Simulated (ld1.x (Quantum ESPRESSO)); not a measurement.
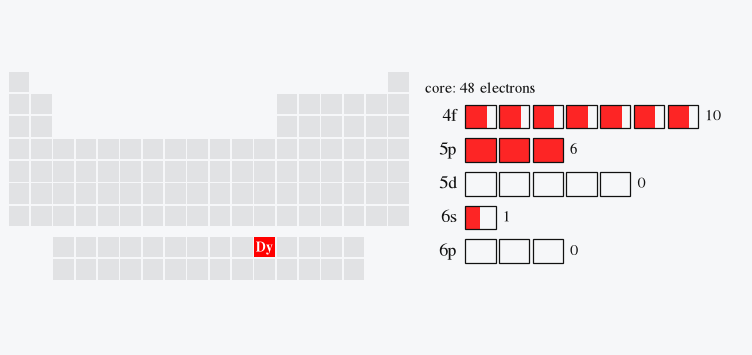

Left, the place of dysprosium in the periodic table; right, the valence shells of the reference configuration: a box for each of the 2l + 1 orbitals, shaded by the share of the shell that is filled, with the electron count at the right.

# Dy: pseudopotential generation (part 1 of 2)

- system: dysprosium (Dy, Z = 66), core [Kr] 4d10 5s2, reference valence 4f10 5p6 5d0 6s1 6p0 (an ion of charge +1), valence charge 18.
- method: TM potential, PBE, fully relativistic, made with ld1.x (Quantum ESPRESSO) 7.5

Input:
```
 &input
   title='Dy', zed=66., rel=2, dft='PBE', iswitch=3,
   config='[Xe] 4f10 5d0 6s1 6p0', rel_dist='average',
   nld=7, rlderiv=4.35, eminld=-4.0, emaxld=5.0, deld=0.02
 /
 &inputp
   pseudotype=2, tm=.true., lloc=-1, rcloc=2.50,
   nlcc=.true.,
   file_pseudopw='Dy.UPF', file_wfcaegen='ae.wfc', file_wfcncgen='nc.wfc', file_beta='beta', file_chi='chi'
 /
4
6S  1  0   1.00   0.00  4.02  4.02  0.0
5P  2  1   6.00   0.00  2.50  2.50  0.0
5D  3  2   0.00   0.00  3.45  3.45  0.0
4F  4  3  10.00   0.00  1.45  1.45  0.0
 &test
   configts(1)='4f10 5p6 5d0 6s1 6p0'
 /
```

Input of the test run:
```
 &input
   title='Dy', zed=66., rel=2, dft='PBE', iswitch=2,
   config='[Xe] 4f10 5d0 6s1 6p0', rel_dist='average'
 /
 &test
   file_pseudo='Dy.UPF', nconf=8,
   configts(1)='4f10 5p6 5d0 6s1 6p0',
   configts(2)='4f10 5p6 5d0 6s2 6p0',
   configts(3)='4f10 5p6 5d0 6s0 6p0',
   configts(4)='4f9 5p6 5d0 6s0 6p0',
   configts(5)='4f10 5p5 5d0 6s2 6p0',
   configts(6)='4f9 5p6 5d1 6s1 6p0',
   configts(7)='4f9 5p6 5d0 6s2 6p0',
   configts(8)='4f10 5p6 5d0 6s1.5 6p0'
 /
```

Run as:
```bash
ld1.x < Dy.in > Dy.out
```

The program's output:
```
     Program LD1 v.7.5
     --------------------------- All-electron run ----------------------------

     Dy
     dirac relativistic calculation

     atomic number is 66.00
     dft =PBE   lsd =0 sic =0 latt =0  beta=0.20 tr2=1.0E-14
     Exchange-correlation= PBE
                           (   1   4   3   4   0   0   0)
     mesh =1265 r(mesh) = 100.51885 a.u. xmin = -7.00 dx = 0.01250
     1 Ry =  13.60569312 eV, c = 137.03599908

     n l j   nl                  e(Ry)          e(Ha)          e(eV)
     Spin orbit split results
     1 0 0.5 1S 1( 2.00)     -3940.2058     -1970.1029    -53609.2311
     2 0 0.5 2S 1( 2.00)      -656.1668      -328.0834     -8927.6039
     2 1 0.5 2P 1( 2.00)      -624.0152      -312.0076     -8490.1594
     2 1 1.5 2P 1( 4.00)      -565.1967      -282.5984     -7689.8929
     3 0 0.5 3S 1( 2.00)      -146.4170       -73.2085     -1992.1048
     3 1 0.5 3P 1( 2.00)      -132.4059       -66.2030     -1801.4746
     3 1 1.5 3P 1( 4.00)      -120.1905       -60.0953     -1635.2751
     4 0 0.5 4S 1( 2.00)       -29.3371       -14.6685      -399.1514
     4 1 0.5 4P 1( 2.00)       -23.8121       -11.9061      -323.9808
     4 1 1.5 4P 1( 4.00)       -21.0829       -10.5415      -286.8480
     3 2 1.5 3D 1( 4.00)       -96.1366       -48.0683     -1308.0044
     3 2 2.5 3D 1( 6.00)       -93.4694       -46.7347     -1271.7160
     5 0 0.5 5S 1( 2.00)        -4.0661        -2.0331       -55.3223
     5 1 0.5 5P 1( 2.00)        -2.5832        -1.2916       -35.1460
     5 1 1.5 5P 1( 4.00)        -2.2386        -1.1193       -30.4573
     4 2 1.5 4D 1( 4.00)       -11.9930        -5.9965      -163.1732
     4 2 2.5 4D 1( 6.00)       -11.4989        -5.7495      -156.4507
     4 3 2.5 4F 1( 4.29)        -0.7365        -0.3682       -10.0206
     4 3 3.5 4F 1( 5.71)        -0.6719        -0.3360        -9.1421
     5 2 1.5 5D 1( 0.00)        -0.5162        -0.2581        -7.0229
     5 2 2.5 5D 1( 0.00)        -0.4968        -0.2484        -6.7599
     6 0 0.5 6S 1( 1.00)        -0.6500        -0.3250        -8.8434
     6 1 0.5 6P 1( 0.00)        -0.4188        -0.2094        -5.6986
     6 1 1.5 6P 1( 0.00)        -0.3907        -0.1954        -5.3162
     Averaged results
     1 0     1S 1( 2.00)     -3940.2058     -1970.1029    -53609.2311
     2 0     2S 1( 2.00)      -656.1668      -328.0834     -8927.6039
     2 1     2P 1( 6.00)      -584.8029      -292.4014     -7956.6484
     3 0     3S 1( 2.00)      -146.4170       -73.2085     -1992.1048
     3 1     3P 1( 6.00)      -124.2623       -62.1312     -1690.6749
     4 0     4S 1( 2.00)       -29.3371       -14.6685      -399.1514
     4 1     4P 1( 6.00)       -21.9927       -10.9963      -299.2256
     3 2     3D 1(10.00)       -94.5363       -47.2681     -1286.2314
     5 0     5S 1( 2.00)        -4.0661        -2.0331       -55.3223
     5 1     5P 1( 6.00)        -2.3534        -1.1767       -32.0202
     4 2     4D 1(10.00)       -11.6966        -5.8483      -159.1397
     4 3     4F 1(10.00)        -0.6996        -0.3498        -9.5186
     5 2     5D 1( 0.00)        -0.5046        -0.2523        -6.8651
     6 0     6S 1( 1.00)        -0.6500        -0.3250        -8.8434
     6 1     6P 1( 0.00)        -0.4001        -0.2001        -5.4436

     final scf error:  6.2E-15 reached in  28 iterations

     Etot =  -24336.009253 Ry,  -12168.004626 Ha, -331108.273729 eV

     Ekin =   26699.842776 Ry,   13349.921388 Ha,  363269.867238 eV
     Encl =  -59982.856873 Ry,  -29991.428436 Ha, -816108.343253 eV
     Eh   =    9475.630729 Ry,    4737.815365 Ha,  128922.523847 eV
     Exc  =    -528.625884 Ry,    -264.312942 Ha,   -7192.321561 eV

     normalization and overlap integrals

     s(1S/1S) =  1.000000  <r> =   0.0211  <r2> =    0.0006  r(max) =   0.0134
     s(2S/2S) =  1.000000  <r> =   0.0892  <r2> =    0.0095  r(max) =   0.0760
     s(2P/2P) =  1.000000  <r> =   0.0744  <r2> =    0.0068  r(max) =   0.0577
     s(2P/2P) =  1.000000  <r> =   0.0814  <r2> =    0.0081  r(max) =   0.0638
     s(3S/3S) =  1.000000  <r> =   0.2341  <r2> =    0.0628  r(max) =   0.2145
     s(3P/3P) =  1.000000  <r> =   0.2238  <r2> =    0.0583  r(max) =   0.2040
     s(3P/3P) =  1.000000  <r> =   0.2371  <r2> =    0.0652  r(max) =   0.2145
     s(4S/4S) =  1.000000  <r> =   0.5298  <r2> =    0.3172  r(max) =   0.4955
     s(4P/4P) =  1.000000  <r> =   0.5404  <r2> =    0.3326  r(max) =   0.4955
     s(4P/4P) =  1.000000  <r> =   0.5710  <r2> =    0.3711  r(max) =   0.5275
     s(3D/3D) =  1.000000  <r> =   0.2096  <r2> =    0.0517  r(max) =   0.1712
     s(3D/3D) =  1.000000  <r> =   0.2138  <r2> =    0.0536  r(max) =   0.1734
     s(5S/5S) =  1.000000  <r> =   1.3020  <r2> =    1.9101  r(max) =   1.1593
     s(5P/5P) =  1.000000  <r> =   1.4707  <r2> =    2.4629  r(max) =   1.2653
     s(5P/5P) =  1.000000  <r> =   1.5766  <r2> =    2.8336  r(max) =   1.3470
     s(4D/4D) =  1.000000  <r> =   0.6036  <r2> =    0.4232  r(max) =   0.5275
     s(4D/4D) =  1.000000  <r> =   0.6145  <r2> =    0.4386  r(max) =   0.5408
     s(4F/4F) =  1.000000  <r> =   0.8644  <r2> =    1.0276  r(max) =   0.5341
     s(4F/4F) =  1.000000  <r> =   0.8847  <r2> =    1.0871  r(max) =   0.5408
     s(5D/5D) =  1.000000  <r> =   2.7499  <r2> =    9.1694  r(max) =   1.9845
     s(5D/5D) =  1.000000  <r> =   2.8360  <r2> =    9.7487  r(max) =   2.0347
     s(6S/6S) =  1.000000  <r> =   3.7185  <r2> =   15.5738  r(max) =   3.2312
     s(6P/6P) =  1.000000  <r> =   4.6498  <r2> =   24.3869  r(max) =   4.0465
     s(6P/6P) =  1.000000  <r> =   4.9081  <r2> =   27.1196  r(max) =   4.2539

     ------------------------ End of All-electron run ------------------------

     --------------------- Generating NC pseudopotential ---------------------

      Generating local potential from pseudized AE potential:
      Matching radius rcloc =   2.5000

      Local pseudo, rcloc= 2.485 Estimated cut-off energy=     3.85 Ry

      Computing core charge for nlcc:

       r > 0.77 : true rho core
       r < 0.77 : rho core = a sin(br)/r    a=  48.17  b=   3.38

      Integrated core pseudo-charge :  16.64

     Fully relativistic calculation: |psi|^2

     Wfc 6S LC norm =  0.99996539 SC norm =  0.00003374 missing  0.00000087

     Wfc 5P LC norm =  0.99978190 SC norm =  0.00021810 missing  0.00000000

     Wfc 5P LC norm =  0.99980952 SC norm =  0.00019047 missing  0.00000000

     Wfc 5D LC norm =  0.99993681 SC norm =  0.00006317 missing  0.00000002

     Wfc 5D LC norm =  0.99994085 SC norm =  0.00005828 missing  0.00000088

     Wfc 4F LC norm =  0.99942950 SC norm =  0.00057050 missing  0.00000000

     Wfc 4F LC norm =  0.99944417 SC norm =  0.00055581 missing  0.00000001

      Wfc   6S  rcut= 3.996  Using Troullier-Martins method

      Wfc   5P  rcut= 2.485  Using Troullier-Martins method

      Wfc   5P  rcut= 2.485  Using Troullier-Martins method

      Wfc   5D  rcut= 3.440  Using Troullier-Martins method

      Wfc   5D  rcut= 3.440  Using Troullier-Martins method

      Wfc   4F  rcut= 1.434  Using Troullier-Martins method

      Wfc   4F  rcut= 1.434  Using Troullier-Martins method

     ------------------- End of pseudopotential generation -------------------

     --------------------------- All-electron run ----------------------------

     Dy
     dirac relativistic calculation

     atomic number is 66.00
     dft =PBE   lsd =0 sic =0 latt =0  beta=0.20 tr2=1.0E-14
     Exchange-correlation= PBE
                           (   1   4   3   4   0   0   0)
     mesh =1265 r(mesh) = 100.51885 a.u. xmin = -7.00 dx = 0.01250
     1 Ry =  13.60569312 eV, c = 137.03599908

     n l j   nl                  e(Ry)          e(Ha)          e(eV)
     Spin orbit split results
     1 0 0.5 1S 1( 2.00)     -3940.2058     -1970.1029    -53609.2311
     2 0 0.5 2S 1( 2.00)      -656.1668      -328.0834     -8927.6039
     2 1 0.5 2P 1( 2.00)      -624.0152      -312.0076     -8490.1594
     2 1 1.5 2P 1( 4.00)      -565.1967      -282.5984     -7689.8929
     3 0 0.5 3S 1( 2.00)      -146.4170       -73.2085     -1992.1048
     3 1 0.5 3P 1( 2.00)      -132.4059       -66.2030     -1801.4746
     3 1 1.5 3P 1( 4.00)      -120.1905       -60.0953     -1635.2751
     4 0 0.5 4S 1( 2.00)       -29.3371       -14.6685      -399.1514
     4 1 0.5 4P 1( 2.00)       -23.8121       -11.9061      -323.9808
     4 1 1.5 4P 1( 4.00)       -21.0829       -10.5415      -286.8480
     3 2 1.5 3D 1( 4.00)       -96.1366       -48.0683     -1308.0044
     3 2 2.5 3D 1( 6.00)       -93.4694       -46.7347     -1271.7160
     5 0 0.5 5S 1( 2.00)        -4.0661        -2.0331       -55.3223
     5 1 0.5 5P 1( 2.00)        -2.5832        -1.2916       -35.1460
     5 1 1.5 5P 1( 4.00)        -2.2386        -1.1193       -30.4573
     4 2 1.5 4D 1( 4.00)       -11.9930        -5.9965      -163.1732
     4 2 2.5 4D 1( 6.00)       -11.4989        -5.7495      -156.4507
     4 3 2.5 4F 1( 4.29)        -0.7365        -0.3682       -10.0206
     4 3 3.5 4F 1( 5.71)        -0.6719        -0.3360        -9.1421
     5 2 1.5 5D 1( 0.00)        -0.5162        -0.2581        -7.0229
     5 2 2.5 5D 1( 0.00)        -0.4968        -0.2484        -6.7599
     6 0 0.5 6S 1( 1.00)        -0.6500        -0.3250        -8.8434
     6 1 0.5 6P 1( 0.00)        -0.4188        -0.2094        -5.6986
     6 1 1.5 6P 1( 0.00)        -0.3907        -0.1954        -5.3162
     Averaged results
     1 0     1S 1( 2.00)     -3940.2058     -1970.1029    -53609.2311
     2 0     2S 1( 2.00)      -656.1668      -328.0834     -8927.6039
     2 1     2P 1( 6.00)      -584.8029      -292.4014     -7956.6484
     3 0     3S 1( 2.00)      -146.4170       -73.2085     -1992.1048
     3 1     3P 1( 6.00)      -124.2623       -62.1312     -1690.6749
     4 0     4S 1( 2.00)       -29.3371       -14.6685      -399.1514
     4 1     4P 1( 6.00)       -21.9927       -10.9963      -299.2256
     3 2     3D 1(10.00)       -94.5363       -47.2681     -1286.2314
     5 0     5S 1( 2.00)        -4.0661        -2.0331       -55.3223
     5 1     5P 1( 6.00)        -2.3534        -1.1767       -32.0202
     4 2     4D 1(10.00)       -11.6966        -5.8483      -159.1397
     4 3     4F 1(10.00)        -0.6996        -0.3498        -9.5186
     5 2     5D 1( 0.00)        -0.5046        -0.2523        -6.8651
     6 0     6S 1( 1.00)        -0.6500        -0.3250        -8.8434
     6 1     6P 1( 0.00)        -0.4001        -0.2001        -5.4436

     final scf error:  6.2E-15 reached in  28 iterations

     Etot =  -24336.009253 Ry,  -12168.004626 Ha, -331108.273729 eV

     Ekin =   26699.842776 Ry,   13349.921388 Ha,  363269.867238 eV
     Encl =  -59982.856873 Ry,  -29991.428436 Ha, -816108.343253 eV
     Eh   =    9475.630729 Ry,    4737.815365 Ha,  128922.523847 eV
     Exc  =    -528.625884 Ry,    -264.312942 Ha,   -7192.321561 eV

     normalization and overlap integrals

     s(1S/1S) =  1.000000  <r> =   0.0211  <r2> =    0.0006  r(max) =   0.0134
     s(2S/2S) =  1.000000  <r> =   0.0892  <r2> =    0.0095  r(max) =   0.0760
     s(2P/2P) =  1.000000  <r> =   0.0744  <r2> =    0.0068  r(max) =   0.0577
     s(2P/2P) =  1.000000  <r> =   0.0814  <r2> =    0.0081  r(max) =   0.0638
     s(3S/3S) =  1.000000  <r> =   0.2341  <r2> =    0.0628  r(max) =   0.2145
     s(3P/3P) =  1.000000  <r> =   0.2238  <r2> =    0.0583  r(max) =   0.2040
     s(3P/3P) =  1.000000  <r> =   0.2371  <r2> =    0.0652  r(max) =   0.2145
     s(4S/4S) =  1.000000  <r> =   0.5298  <r2> =    0.3172  r(max) =   0.4955
     s(4P/4P) =  1.000000  <r> =   0.5404  <r2> =    0.3326  r(max) =   0.4955
     s(4P/4P) =  1.000000  <r> =   0.5710  <r2> =    0.3711  r(max) =   0.5275
     s(3D/3D) =  1.000000  <r> =   0.2096  <r2> =    0.0517  r(max) =   0.1712
     s(3D/3D) =  1.000000  <r> =   0.2138  <r2> =    0.0536  r(max) =   0.1734
     s(5S/5S) =  1.000000  <r> =   1.3020  <r2> =    1.9101  r(max) =   1.1593
     s(5P/5P) =  1.000000  <r> =   1.4707  <r2> =    2.4629  r(max) =   1.2653
     s(5P/5P) =  1.000000  <r> =   1.5766  <r2> =    2.8336  r(max) =   1.3470
     s(4D/4D) =  1.000000  <r> =   0.6036  <r2> =    0.4232  r(max) =   0.5275
     s(4D/4D) =  1.000000  <r> =   0.6145  <r2> =    0.4386  r(max) =   0.5408
     s(4F/4F) =  1.000000  <r> =   0.8644  <r2> =    1.0276  r(max) =   0.5341
     s(4F/4F) =  1.000000  <r> =   0.8847  <r2> =    1.0871  r(max) =   0.5408
     s(5D/5D) =  1.000000  <r> =   2.7499  <r2> =    9.1694  r(max) =   1.9845
     s(5D/5D) =  1.000000  <r> =   2.8360  <r2> =    9.7487  r(max) =   2.0347
     s(6S/6S) =  1.000000  <r> =   3.7185  <r2> =   15.5738  r(max) =   3.2312
     s(6P/6P) =  1.000000  <r> =   4.6498  <r2> =   24.3869  r(max) =   4.0465
     s(6P/6P) =  1.000000  <r> =   4.9081  <r2> =   27.1196  r(max) =   4.2539

     ------------------------ End of All-electron run ------------------------

     Computing logarithmic derivative in   4.33454
     Computing logarithmic derivative in   4.33454
     Computing the partial wave expansion
     R is outside the sphere for l=    0 j= 0.50
     R is outside the sphere for l=    1 j= 0.50
     R is outside the sphere for l=    1 j= 1.50
     R is outside the sphere for l=    2 j= 1.50
     R is outside the sphere for l=    2 j= 2.50
     R is outside the sphere for l=    3 j= 2.50
     R is outside the sphere for l=    3 j= 3.50

     ---------------------- Testing the pseudopotential ----------------------

     Dy
     dirac relativistic calculation

     atomic number is 66.00   valence charge is 18.00
     dft =PBE   lsd =0 sic =0 latt =0  beta=0.20 tr2=1.0E-14
     mesh =1265 r(mesh) = 100.51885 xmin = -7.00 dx = 0.01250

     n l  j  nl             e AE (Ry)       e PS (Ry)    De AE-PS (Ry)
     4 3 2.5 4F   1( 4.29)       -0.73650       -0.73648       -0.00002
     4 3 3.5 4F   1( 5.71)       -0.67193       -0.67194        0.00001
     2 1 0.5 5P   1( 2.00)       -2.58318       -2.58318       -0.00000
     2 1 1.5 5P   1( 4.00)       -2.23857       -2.23857        0.00000
     3 2 1.5 5D   1( 0.00)       -0.51617       -0.51617       -0.00000
     3 2 2.5 5D   1( 0.00)       -0.49684       -0.49684        0.00000
     1 0 0.5 6S   1( 1.00)       -0.64998       -0.64998        0.00000
     3 1 0.5 6P   1( 0.00)       -0.41884       -0.42009        0.00126
     3 1 1.5 6P   1( 0.00)       -0.39073       -0.39380        0.00307

     eps = 7.0E-15  iter = 11

     Etot =  -24336.009253 Ry,  -12168.004626 Ha, -331108.273729 eV
     Etotps =  -274.714879 Ry,    -137.357440 Ha,   -3737.686340 eV

     Ekin =     291.028655 Ry,     145.514328 Ha,    3959.646572 eV
     Encl =    -471.840961 Ry,    -235.920480 Ha,   -6419.723312 eV
     Ehrt =     214.648372 Ry,     107.324186 Ha,    2920.439878 eV
     Ecxc =     -79.842514 Ry,     -39.921257 Ha,   -1086.312738 eV
     (Ecc =     -42.297457 Ry,     -21.148729 Ha,    -575.486220 eV)
     Epseu=    -228.708432 Ry,    -114.354216 Ha,   -3111.736740 eV

     ---------------------- End of pseudopotential test ----------------------
```

Output of the test run (extracts):
```
     ---------------------- Testing the pseudopotential ----------------------

     Dy
     dirac relativistic calculation

     atomic number is 66.00   valence charge is 18.00
     dft =PBE   lsd =0 sic =0 latt =0  beta=0.20 tr2=1.0E-14
     mesh =1265 r(mesh) = 100.51885 xmin = -7.00 dx = 0.01250

     n l  j  nl             e AE (Ry)       e PS (Ry)    De AE-PS (Ry)
     4 3 2.5 4F   1( 4.29)       -0.73650       -0.73648       -0.00002
     4 3 3.5 4F   1( 5.71)       -0.67193       -0.67194        0.00001
     2 1 0.5 5P   1( 2.00)       -2.58318       -2.58318       -0.00000
     2 1 1.5 5P   1( 4.00)       -2.23857       -2.23857        0.00000
     3 2 1.5 5D   1( 0.00)       -0.51617       -0.51617       -0.00000
     3 2 2.5 5D   1( 0.00)       -0.49684       -0.49684        0.00000
     1 0 0.5 6S   1( 1.00)       -0.64998       -0.64998        0.00000
     3 1 0.5 6P   1( 0.00)       -0.41884       -0.42009        0.00126
     3 1 1.5 6P   1( 0.00)       -0.39073       -0.39380        0.00307

     eps = 7.5E-15  iter = 11

     Etot =  -24336.009253 Ry,  -12168.004626 Ha, -331108.273729 eV
     Etotps =  -274.714878 Ry,    -137.357439 Ha,   -3737.686332 eV

     Ekin =     291.028656 Ry,     145.514328 Ha,    3959.646583 eV
     Encl =    -471.840961 Ry,    -235.920480 Ha,   -6419.723313 eV
     Ehrt =     214.648372 Ry,     107.324186 Ha,    2920.439879 eV
     Ecxc =     -79.842514 Ry,     -39.921257 Ha,   -1086.312738 eV
     (Ecc =     -42.297457 Ry,     -21.148729 Ha,    -575.486220 eV)
     Epseu=    -228.708432 Ry,    -114.354216 Ha,   -3111.736743 eV

     ---------------------- End of pseudopotential test ----------------------

     ---------------------- Testing the pseudopotential ----------------------

     Dy
     dirac relativistic calculation

     atomic number is 66.00   valence charge is 18.00
     dft =PBE   lsd =0 sic =0 latt =0  beta=0.20 tr2=1.0E-14
     mesh =1265 r(mesh) = 100.51885 xmin = -7.00 dx = 0.01250

     n l  j  nl             e AE (Ry)       e PS (Ry)    De AE-PS (Ry)
     4 3 2.5 4F   1( 4.29)       -0.26451       -0.26606        0.00155
     4 3 3.5 4F   1( 5.71)       -0.20005       -0.20159        0.00154
     2 1 0.5 5P   1( 2.00)       -2.10683       -2.10722        0.00039
     2 1 1.5 5P   1( 4.00)       -1.76305       -1.76322        0.00017
     3 2 1.5 5D   1( 0.00)       -0.09478       -0.09434       -0.00044
     3 2 2.5 5D   1( 0.00)       -0.08104       -0.08064       -0.00040
     1 0 0.5 6S   1( 2.00)       -0.27545       -0.27491       -0.00053
     3 1 0.5 6P   1( 0.00)       -0.09658       -0.09741        0.00084
     3 1 1.5 6P   1( 0.00)       -0.08083       -0.08249        0.00166

     eps = 9.2E-15  iter = 10

     Etot =  -24336.467778 Ry,  -12168.233889 Ha, -331114.512283 eV
     Etotps =  -275.173034 Ry,    -137.586517 Ha,   -3743.919850 eV
     dEtot_ae =      -0.458525 Ry
     dEtot_ps =      -0.458155 Ry,   Delta E=      -0.000370 Ry

     Ekin =     290.561420 Ry,     145.280710 Ha,    3953.289513 eV
     Encl =    -480.383245 Ry,    -240.191623 Ha,   -6535.947016 eV
     Ehrt =     222.854154 Ry,     111.427077 Ha,    3032.085225 eV
     Ecxc =     -80.115677 Ry,     -40.057838 Ha,   -1090.029313 eV
     (Ecc =     -42.297457 Ry,     -21.148729 Ha,    -575.486220 eV)
     Epseu=    -228.089685 Ry,    -114.044843 Ha,   -3103.318259 eV

     ---------------------- End of pseudopotential test ----------------------
```

(Continued in part 2.) Outcome of the run: generated, with a ghost state.
